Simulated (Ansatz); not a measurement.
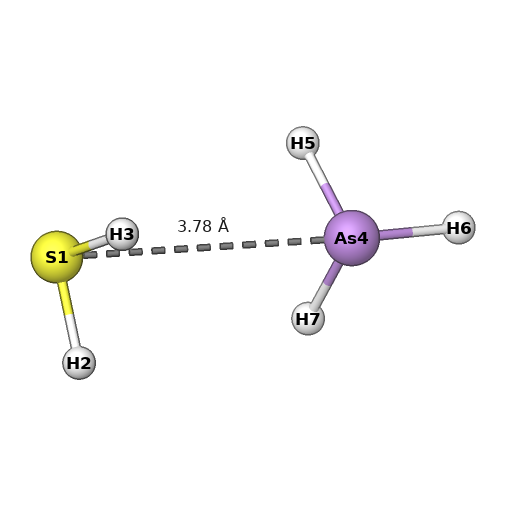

Two molecules or ions; the broken line marks their closest contact (measured against van der Waals radii). The geometry was computed by an optimisation with PBE0-D4/def2-TZVP. Program: Ansatz 0.2.0.

**Which two species are they?**

H2S and AsH3 (`S.[AsH3]`).

Give the counterpoise-corrected interaction energy (kJ/mol, monomers kept as in the pair) with CCSD(T)/CBS (MP2 limit from def2-TZVPPD and def2-QZVPPD plus CCSD(T) − MP2); ωB97M-V/def2-SVP; RHF-MP2 (frozen core)/def2-QZVPPD.

| level | interaction energy (kJ/mol) |
| --- | --- |
| CCSD(T)/CBS (MP2 limit from def2-TZVPPD and def2-QZVPPD plus CCSD(T) − MP2) | −5.2 |
| ωB97M-V/def2-SVP | −5.6 |
| RHF-MP2 (frozen core)/def2-QZVPPD | −5.6 |
